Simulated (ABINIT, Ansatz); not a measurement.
## Quasiparticle gap of WS2 (Tungstenite) in ABINIT

Aim: the G0W0 gap of WS2 (Tungstenite) on PBE, step by step.

Main program and level: ABINIT 10.8.3; PBE and many-body steps on it, plane waves.

## 1. The starting structure

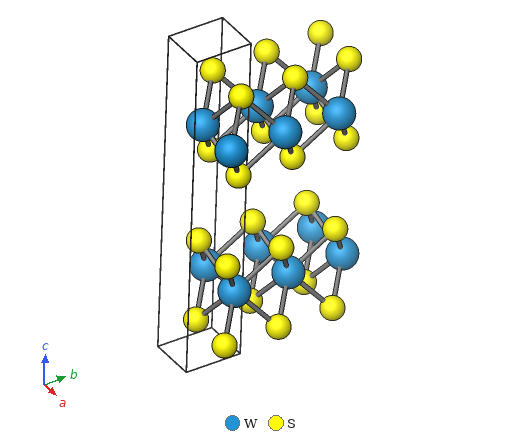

Start, viewed slightly off an axis; tungsten blue, sulfur yellow. 2×3×1 cells are drawn.

The cell and positions come from the Crystallography Open Database and are kept as given unless a step says otherwise. Spin-orbit coupling is left out unless a step names it.

## 2. Ground state

This step: ABINIT 10.8.3; DFT, PBE, plane waves, norm-conserving pseudopotentials.

The ground-state density comes first.

The input, run.abi:

```
acell 3*1.0 Angstrom
rprim 
  3.153199999992 0.000000000002 0.000000000000
  -1.576599999998 2.730751303206 0.000000000000
  0.000000000000 0.000000000000 12.323000000000
ntypat 2
znucl 74 16
natom 6
typat 1 1 2 2 2 2
xred 
  0.333333333333 0.666666666667 0.250000000000
  0.666666666667 0.333333333333 0.750000000000
  0.333333333333 0.666666666667 0.622500000000
  0.666666666667 0.333333333333 0.122500000000
  0.333333333333 0.666666666667 0.877500000000
  0.666666666667 0.333333333333 0.377500000000
pp_dirpath "pseudos"
pseudos "W.upf, S.upf"
ecut 31
ngkpt 6 6 2
nshiftk 1
shiftk 0 0 0
kptopt 1
chksymbreak 0
nband 33
occopt 1
tolvrs 1e-10
nstep 60
prtwf 0
optforces 0
optstress 0
indata_prefix "in"
outdata_prefix "out"
tmpdata_prefix "tmp"
```

Run with:

```
> OMP_NUM_THREADS=1 mpirun -n 4 abinit run.abi > log
```

Numbers of over 12 decimals in the logs are rounded to 6 here.

Output:

```text
.Version 10.8.3 of ABINIT. v10.8.2 released Aug 2026.

 Symmetries : space group P6_3/m m c (#194); Bravais hP (primitive hexag.)
================================================================================
 Values of the parameters that define the memory need of the present run
     intxc =       0    ionmov =       0      iscf =       7    lmnmax =       8
     lnmax =       8     mgfft =     120  mpssoang =       4    mqgrid =    5837
     natom =       6  nloc_mem =       1    nspden =       1   nspinor =       1
    nsppol =       1      nsym =      24    n1xccc =    2501    ntypat =       2
    occopt =       1   xclevel =       2
-    mband =          33        mffmem =           1         mkmem =           4
       mpw =        5944          nfft =      108000          nkpt =          14
================================================================================
  Rough estimation (10% accuracy) of disk space for files :
================================================================================

--------------------------------------------------------------------------------
------------- Echo of variables that govern the present computation ------------
--------------------------------------------------------------------------------
 -outvars: echo values of preprocessed input variables --------
            acell      1.8897261259E+00  1.8897261259E+00  1.8897261259E+00 Bohr

      chksymbreak           0
             ecut      3.10000000E+01 Hartree
-          fftalg         312

              ixc     -101130
              kpt      0.00000000E+00  0.00000000E+00  0.00000000E+00
                       1.66666667E-01  0.00000000E+00  0.00000000E+00
                       3.33333333E-01  0.00000000E+00  0.00000000E+00
                       5.00000000E-01  0.00000000E+00  0.00000000E+00
                       1.66666667E-01  1.66666667E-01  0.00000000E+00
                       3.33333333E-01  1.66666667E-01  0.00000000E+00
                       3.33333333E-01  3.33333333E-01  0.00000000E+00
                       0.00000000E+00  0.00000000E+00  5.00000000E-01
                       1.66666667E-01  0.00000000E+00  5.00000000E-01
                       3.33333333E-01  0.00000000E+00  5.00000000E-01
                       5.00000000E-01  0.00000000E+00  5.00000000E-01
[...]
kptrlatt        6    0    0      0    6    0      0    0    2
          kptrlen      3.57521065E+01
P           mkmem           4
            natom           6
            nband          33
            ngfft          30      30     120
             nkpt          14
            nstep          60
             nsym          24
           ntypat           2
              occ      2.000000  2.000000  2.000000  2.000000  2.000000  2.000000
                       2.000000  2.000000  2.000000  2.000000  2.000000  2.000000
                       2.000000  2.000000  2.000000  2.000000  2.000000  2.000000
                       2.000000  2.000000  2.000000  2.000000  2.000000  2.000000
                       2.000000  2.000000  0.000000  0.000000  0.000000  0.000000
[...]
optforces           0
        optstress           0
            prtwf           0
            rprim      3.1532000000E+00  2.0000000000E-12  0.0000000000E+00
[...]
spgroup         194

           tolvrs      1.00000000E-10

             xred      3.3333333333E-01  6.6666666667E-01  2.5000000000E-01
[...]
znucl       74.00000   16.00000

================================================================================

 chkinp: Checking input parameters for consistency.

================================================================================
== DATASET  1 ==================================================================
-   mpi_nproc: 4, omp_nthreads: 1 (-1 if OMP is not activated)

--- !DatasetInfo
iteration_state: {dtset: 1, }
dimensions: {natom: 6, nkpt: 14, mband: 33, nsppol: 1, nspinor: 1, nspden: 1, mpw: 5944, }
cutoff_energies: {ecut:  31.0, pawecutdg:  -1.0, }
electrons: {nelect:   5.20000000E+01, charge:   0.00000000E+00, occopt:   1.00000000E+00, tsmear:   1.00000000E-02, }

 Real(R)+Recip(G) space primitive vectors, cartesian coordinates (Bohr,Bohr^-1):
 R(1)=  5.9586844  0.0000000  0.0000000  G(1)=  0.1678223  0.0968922  0.0000000
 R(2)= -2.9793422  5.1603721  0.0000000  G(2)=  0.0000000  0.1937845  0.0000000
 R(3)=  0.0000000  0.0000000 23.2870950  G(3)=  0.0000000  0.0000000  0.0429422
 Unit cell volume ucvol=  7.1605555E+02 bohr^3
 Angles (23,13,12)=  9.00000000E+01  9.00000000E+01  1.20000000E+02 degrees

 getcut: wavevector=  0.0000  0.0000  0.0000  ngfft=  30  30 120
         ecut(hartree)=     31.000   => boxcut(ratio)=   2.01023

--- Pseudopotential description ------------------------------------------------
- W Generated using ONCVPSP code by D. R. Hamann
- 74.00000  14.00000  171031                  znucl, zion, pspdat
12 -101130 3 -1 1396                          pspcod,pspxc,lmax,lloc,mmax
     nproj     2     2     2     2
  pspatm : epsatm=   11.70739509
         --- l  ekb(1:nproj) -->
[...]
pspatm: atomic psp has been read  and splines computed

- S Generated using ONCVPSP code by D. R. Hamann
- 16.00000   6.00000  171031                  znucl, zion, pspdat
12 -101130 2 -1 1146                          pspcod,pspxc,lmax,lloc,mmax
     nproj     2     2     2     0
  pspatm : epsatm=    9.01821529
         --- l  ekb(1:nproj) -->
[...]
pspatm: atomic psp has been read  and splines computed

   3.09335787E+03                                ecore*ucvol(ha*bohr**3)
--------------------------------------------------------------------------------

_setup2: Arith. and geom. avg. npw (full set) are    5903.792    5903.746

================================================================================

--- !BeginCycle
iteration_state: {dtset: 1, }
solver: {iscf: 7, nstep: 60, nline: 4, wfoptalg: 0, }
tolerances: {tolvrs: 1.00E-10, }

     iter   Etot(hartree)      deltaE(h)  residm     vres2
 ETOT  1  -195.84886537400    -1.958E+02 8.652E-02 1.579E+02
 ETOT  2  -195.89030693970    -4.144E-02 3.711E-02 1.176E+03
 ETOT  3  -196.02861226715    -1.383E-01 1.384E-02 8.356E+00
 ETOT  4  -196.02942917523    -8.169E-04 5.021E-03 2.556E+00
 ETOT  5  -196.02958716226    -1.580E-04 4.625E-03 2.055E-02
 ETOT  6  -196.02958981700    -2.655E-06 1.050E-03 8.045E-03
 ETOT  7  -196.02959029102    -4.740E-07 8.389E-04 2.987E-05
 ETOT  8  -196.02959029387    -2.851E-09 5.135E-04 2.264E-06
 ETOT  9  -196.02959029411    -2.389E-10 1.853E-04 7.420E-08
 ETOT 10  -196.02959029412    -1.091E-11 4.535E-04 3.028E-09
 ETOT 11  -196.02959029411     6.850E-12 1.653E-04 3.317E-10
 ETOT 12  -196.02959029412    -9.180E-12 4.851E-04 6.804E-12

 At SCF step   12       vres2   =  6.80E-12 < tolvrs=  1.00E-10 =>converged.

--- !ResultsGS
iteration_state: {dtset: 1, }
comment   : Summary of ground state results
lattice_vectors:
- [  5.9586844,   0.0000000,   0.0000000, ]
- [ -2.9793422,   5.1603721,   0.0000000, ]
- [  0.0000000,   0.0000000,  23.2870950, ]
lattice_lengths: [   5.95868,    5.95868,   23.28710, ]
lattice_angles: [ 90.000,  90.000, 120.000, ] # degrees, (23, 13, 12)
lattice_volume:   7.1605555E+02
convergence: {deltae: -9.180E-12, res2:  6.804E-12, residm:  4.851E-04, diffor:  0.000E+00, }
etotal    :  -1.96029590E+02
entropy   :   0.00000000E+00
fermie    :   3.49444803E-01
cartesian_stress_tensor: null
pressure_GPa: null
xred      :
- [  3.3333E-01,   6.6667E-01,   2.5000E-01,  W]
- [  6.6667E-01,   3.3333E-01,   7.5000E-01,  W]
- [  3.3333E-01,   6.6667E-01,   6.2250E-01,  S]
- [  6.6667E-01,   3.3333E-01,   1.2250E-01,  S]
- [  3.3333E-01,   6.6667E-01,   8.7750E-01,  S]
- [  6.6667E-01,   3.3333E-01,   3.7750E-01,  S]
cartesian_forces: null
force_length_stats: {min: null, max: null, mean: null, }

 Integrated electronic density in atomic spheres:
 ------------------------------------------------
 Atom  Sphere_radius  Integrated_density
[...]
================================================================================

 ----iterations are completed or convergence reached----

 Mean square residual over all n,k,spin=   29.308E-07; max=  48.513E-05
 reduced coordinates (array xred) for    6 atoms
[...]
0.666666666667      0.333333333333      0.750000000000
       0.333333333333      0.666666666667      0.622500000000
       0.666666666667      0.333333333333      0.122500000000
       0.333333333333      0.666666666667      0.877500000000
       0.666666666667      0.333333333333      0.377500000000
 rms dE/dt=  0.0000E+00; max dE/dt=  0.0000E+00; dE/dt below (all hartree)
    1       0.000000000000      0.000000000000      0.000000000000
    2       0.000000000000      0.000000000000      0.000000000000
    3       0.000000000000      0.000000000000      0.000000000000
    4       0.000000000000      0.000000000000      0.000000000000
    5       0.000000000000      0.000000000000      0.000000000000
    6       0.000000000000      0.000000000000      0.000000000000

 cartesian coordinates (angstrom) at end:
    1     -1.33e-12     1.820501     3.080750
    2      1.576600     0.910250     9.242250
    3     -1.33e-12     1.820501     7.671068
    4      1.576600     0.910250     1.509567
    5     -1.33e-12     1.820501    10.813432
    6      1.576600     0.910250     4.651933
 length scales=  1.889726125908  1.889726125908  1.889726125908 bohr
              =  1.000000000000  1.000000000000  1.000000000000 angstroms
 prteigrs : about to open file out_EIG
 Fermi (or HOMO) energy (hartree) =   0.34944   Average Vxc (hartree)=  -0.41084
 Eigenvalues (hartree) for nkpt=  14  k points:
 kpt#   1, nband= 33, wtk=  0.01389, kpt=  0.0000  0.0000  0.0000 (reduced coord)
  -2.39287   -2.39287   -1.07959   -1.07958   -1.07265   -1.07265   -1.07265   -1.07265
  -0.22539   -0.21688   -0.16868   -0.15256    0.06843    0.10714    0.20801    0.22170
   0.22170    0.22222    0.22222    0.26709    0.26709    0.26906    0.26906    0.29374
   0.30457    0.34944    0.43436    0.43442    0.43474    0.43539    0.43621    0.43925
   0.44308
 prteigrs : prtvol=0 or 1, do not print more k-points.

--- !EnergyTerms
iteration_state     : {dtset: 1, }
comment             : Components of total free energy in Hartree
kinetic             :  5.62979939835623E+01
hartree             :  5.12043006754388E+01
xc                  : -4.59534279593958E+01
Ewald energy        : -1.20345391836037E+02
psp_core            :  4.31999703190776E+00
local_psp           : -1.72738556691825E+02
non_local_psp       :  3.11854945022300E+01
total_energy        : -1.96029590294119E+02
total_energy_eV     : -5.33423689713468E+03
band_energy         : -1.79620718595419E+01

== END DATASET(S) ==============================================================
================================================================================

 -outvars: echo values of variables after computation  --------
           etotal     -1.9602959029E+02
            nband          33
             nkpt          14
          spgroup         194
 [... the other variables as echoed above ...]

 Calculation completed.
```

The job ended after 37 s (4 MPI ranks of Intel Xeon 6975P-C (Granite Rapids), shared host; peak memory 0.41 GiB; 2.2 min of CPU time).

This step gave:

| Quantity | Value |
| --- | --- |
| total energy | -5334.2369 eV |
| gap | 0.9807 eV |
| k of the valence top | 0, 0, 0 |
| k of the conduction bottom | 0.1667, 0.1667, 0 |
| least direct gap | 1.837 eV |

The gap is indirect, with the least direct gap 0.86 eV higher.

## 3. Empty states on the mesh, 6×6×1 mesh, 189 bands

The sums over transitions need many empty states on a uniform mesh; this step solves for them.

run.abi, as its differences from that of step 2:

```diff
@@ -19,3 +19,3 @@
 ecut 31
-ngkpt 6 6 2
+ngkpt 6 6 1
 nshiftk 1
@@ -24,9 +24,10 @@
 chksymbreak 0
-nband 33
-occopt 1
-tolvrs 1e-10
+iscf -2
+irdden 1
+istwfk *1
+nband 189
+nbdbuf 16
+tolwfr 1e-09
 nstep 60
-prtwf 0
-optforces 0
-optstress 0
+prtvol 0
 indata_prefix "in"
```

Output:

```text
.Version 10.8.3 of ABINIT. v10.8.2 released Aug 2026.

 Symmetries : space group P6_3/m m c (#194); Bravais hP (primitive hexag.)
[... echo of the input left out ...]
== DATASET  1 ==================================================================
-   mpi_nproc: 4, omp_nthreads: 1 (-1 if OMP is not activated)

--- !DatasetInfo
iteration_state: {dtset: 1, }
dimensions: {natom: 6, nkpt: 7, mband: 189, nsppol: 1, nspinor: 1, nspden: 1, mpw: 5929, }
cutoff_energies: {ecut:  31.0, pawecutdg:  -1.0, }
electrons: {nelect:   5.20000000E+01, charge:   0.00000000E+00, occopt:   1.00000000E+00, tsmear:   1.00000000E-02, }

 Real(R)+Recip(G) space primitive vectors, cartesian coordinates (Bohr,Bohr^-1):
 R(1)=  5.9586844  0.0000000  0.0000000  G(1)=  0.1678223  0.0968922  0.0000000
 R(2)= -2.9793422  5.1603721  0.0000000  G(2)=  0.0000000  0.1937845  0.0000000
 R(3)=  0.0000000  0.0000000 23.2870950  G(3)=  0.0000000  0.0000000  0.0429422
 Unit cell volume ucvol=  7.1605555E+02 bohr^3
 Angles (23,13,12)=  9.00000000E+01  9.00000000E+01  1.20000000E+02 degrees

 getcut: wavevector=  0.0000  0.0000  0.0000  ngfft=  30  30 120
         ecut(hartree)=     31.000   => boxcut(ratio)=   2.01023

--- Pseudopotential description ------------------------------------------------
- W Generated using ONCVPSP code by D. R. Hamann
- 74.00000  14.00000  171031                  znucl, zion, pspdat
12 -101130 3 -1 1396                          pspcod,pspxc,lmax,lloc,mmax
     nproj     2     2     2     2
  pspatm : epsatm=   11.70739509
         --- l  ekb(1:nproj) -->
             0   12.992056    1.844411
             1    9.080024    1.409692
             2    4.470007    0.514403
[...]
pspatm: atomic psp has been read  and splines computed

- S Generated using ONCVPSP code by D. R. Hamann
- 16.00000   6.00000  171031                  znucl, zion, pspdat
12 -101130 2 -1 1146                          pspcod,pspxc,lmax,lloc,mmax
     nproj     2     2     2     0
  pspatm : epsatm=    9.01821529
         --- l  ekb(1:nproj) -->
[...]
pspatm: atomic psp has been read  and splines computed

--------------------------------------------------------------------------------

================================================================================
 prteigrs : about to open file out_EIG
 Non-SCF case, kpt    1 (  0.00000  0.00000  0.00000), residuals and eigenvalues=
  3.78E-10  4.67E-10  4.44E-10  2.34E-10  5.00E-10  7.36E-10  5.95E-10  7.87E-10
  2.79E-10  3.36E-10  4.71E-10  2.98E-10  8.27E-10  2.03E-10  2.39E-10  1.47E-10
  7.74E-10  1.82E-10  8.41E-10  9.42E-11  2.17E-10  1.23E-10  9.77E-10  9.00E-10
[...]
9.75E-05  2.91E-05  5.02E-05  5.21E-05  5.53E-05
 -2.3929E+00 -2.3929E+00 -1.0796E+00 -1.0796E+00 -1.0726E+00 -1.0726E+00
 -1.0726E+00 -1.0726E+00 -2.2539E-01 -2.1688E-01 -1.6868E-01 -1.5256E-01
  6.8428E-02  1.0714E-01  2.0801E-01  2.2170E-01  2.2170E-01  2.2222E-01
[...]
2.6213E+00  2.6233E+00  2.6233E+00  2.6323E+00  2.6460E+00  2.6460E+00
  2.6487E+00  2.6487E+00  2.6725E+00  2.6952E+00  2.6956E+00  2.7046E+00
[...]
prteigrs : prtvol=0 or 1, do not print more k-points.

--- !ResultsGS
iteration_state: {dtset: 1, }
comment   : Summary of ground state results
lattice_vectors:
- [  5.9586844,   0.0000000,   0.0000000, ]
- [ -2.9793422,   5.1603721,   0.0000000, ]
- [  0.0000000,   0.0000000,  23.2870950, ]
lattice_lengths: [   5.95868,    5.95868,   23.28710, ]
lattice_angles: [ 90.000,  90.000, 120.000, ] # degrees, (23, 13, 12)
lattice_volume:   7.1605555E+02
convergence: {deltae:  0.000E+00, res2:  0.000E+00, residm:  9.979E-10, diffor:  0.000E+00, }
etotal    :  -1.96029590E+02
entropy   :   0.00000000E+00
fermie    :   3.49444803E-01
cartesian_stress_tensor: null
pressure_GPa: null
xred      :
- [  3.3333E-01,   6.6667E-01,   2.5000E-01,  W]
- [  6.6667E-01,   3.3333E-01,   7.5000E-01,  W]
- [  3.3333E-01,   6.6667E-01,   6.2250E-01,  S]
- [  6.6667E-01,   3.3333E-01,   1.2250E-01,  S]
- [  3.3333E-01,   6.6667E-01,   8.7750E-01,  S]
- [  6.6667E-01,   3.3333E-01,   3.7750E-01,  S]
cartesian_forces: null
force_length_stats: {min: null, max: null, mean: null, }

 Integrated electronic density in atomic spheres:
 ------------------------------------------------
 Atom  Sphere_radius  Integrated_density
[...]
================================================================================

 ----iterations are completed or convergence reached----

 Mean square residual over all n,k,spin=   47.919E-11; max=  99.794E-11
 reduced coordinates (array xred) for    6 atoms
[...]
0.333333333333      0.666666666667      0.877500000000
       0.666666666667      0.333333333333      0.377500000000

 cartesian coordinates (angstrom) at end:
    1     -1.33e-12     1.820501     3.080750
    2      1.576600     0.910250     9.242250
    3     -1.33e-12     1.820501     7.671068
    4      1.576600     0.910250     1.509567
    5     -1.33e-12     1.820501    10.813432
    6      1.576600     0.910250     4.651933
 length scales=  1.889726125908  1.889726125908  1.889726125908 bohr
              =  1.000000000000  1.000000000000  1.000000000000 angstroms
 prteigrs : about to open file out_EIG
 Eigenvalues (hartree) for nkpt=   7  k points:
 kpt#   1, nband=189, wtk=  0.02778, kpt=  0.0000  0.0000  0.0000 (reduced coord)
[...]
2.54115    2.57368    2.57368    2.58524    2.58701    2.59130    2.62127    2.62334
   2.62334    2.63226    2.64597    2.64597    2.64871    2.64871    2.67246    2.69524
   2.69557    2.70463    2.71619    2.71909    2.72183
 prteigrs : prtvol=0 or 1, do not print more k-points.

== END DATASET(S) ==============================================================
================================================================================

 -outvars: echo values of variables after computation  --------
            nband         189
             nkpt           7
          spgroup         194
 [... the other variables as echoed above ...]

 Calculation completed.
```

It took 2.3 min on 4 MPI ranks; peak memory 0.49 GiB.

Numbers from this step:

```
gap                                                           : 0.9807 eV
k of the valence top                                          : 0, 0, 0
k of the conduction bottom                                    : 0.1667, 0.1667, 0
least direct gap                                              : 1.837 eV
k points computed                                             : 7
lowest point of the top converged band, above the valence top : 60.2539 eV
```

On this mesh the gap is 0.981 eV.

[end of part 1 of 2]

[Paths, hosts, dates, memory and timing lines, banners, echoed tables and standing remarks are left out of the program output.]

[Logs are printed without paths, hosts, clocks, repeated set-up lines and the standing remarks that a program may print on its own settings, such as how far it seeks lower states.]

[Runs of the session that timed out or met a known fault of the program may be left out.]

[Hosts, paths, dates, database ids (printed as entryN), source tags and the programs' standing remarks are cut or masked in the printed files.]

[G0W0 gaps are taken among the corrected bands and points alone; a level outside them can change the order at an edge.]

[Where Ansatz stands beside ABINIT at settings called matched, ABINIT's density can come from a denser mesh and the files from another edition; pairs whose starting gaps differed by over 0.03 eV were left out, so agreement reads better than it is.]
